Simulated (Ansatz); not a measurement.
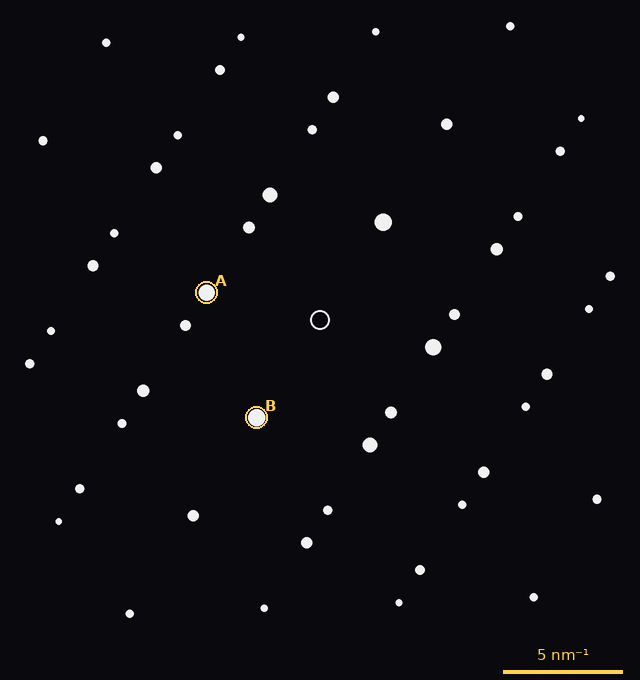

Simulated selected-area electron diffraction pattern (200 kV, kinematic approximation, thin crystal, B = 0.5 Å² for all atoms). Two individuals of a reflection twin are superposed (a geometric construction: whether this twin forms is not tested; the second individual is smaller and so fainter). Crystal: Ni, space group Fm-3m (No. 225), a = 3.52 Å, zone axis [110]. Structure: the input geometry of an electronic-structure calculation (not necessarily at equilibrium).

In the first individual spot A is -1 1 -1 and spot B is -1 1 1.

> Find the twin plane.

(1-1-1). The spot positions of the combined pattern are mirror-symmetric about the row through 1 -1 -1 (d = 2.032 Å), which both individuals share, while a single individual has only symmetry 2mm without that mirror line. Friedel's law adds the mirror line at right angles, so a twin on (1-12) would give the same picture; the more widely spaced plane was used.

> Which other reflections coincide?

Off the common row, 2 -2 4 and their kin fall on spots of the second individual; about 22 % of the first individual's visible spots are shared.
